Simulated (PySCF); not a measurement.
Molecule: Be(Cl)(tBu), SMILES C[C]([Be][Cl])(C)C. Atoms near the plane z = 0.0 Å, at the GFN2-xTB optimised geometry (x, y, z in Å): Be1 (0.9, -0.1, 0.0), Cl2 (2.6, -0.1, 0.0), C3 (-0.9, -0.1, 0.0), C4 (-1.5, -1.1, 1.0), C5 (-1.5, 1.3, 0.4), H7 (-2.6, -1.0, 1.0), H9 (-1.2, -2.1, 0.8), H11 (-1.2, 2.1, -0.4), H12 (-2.6, 1.3, 0.3).

Calculation: CAM-B3LYP/def2-TZVP run with PySCF. Cells within 0.4 Å of a nucleus heavier than hydrogen are left out (blank, or x). The values are rescaled to run from 0 to 1.

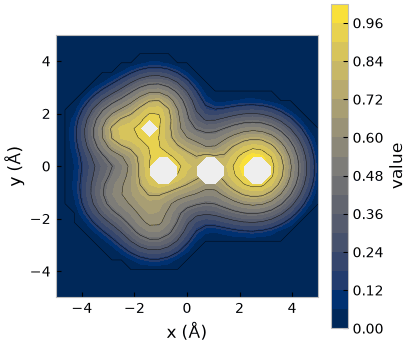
*a field on the plane z = 0.0 Å.*

Q: Which quantity is mapped?
A) deformation density (molecule minus spherical neutral atoms)
B) electrostatic potential
C) log10 of the electron density
D) electron localisation function

A: C, log10 of the electron density. In full: log10 of the electron density (e/bohr³), floored at −4.
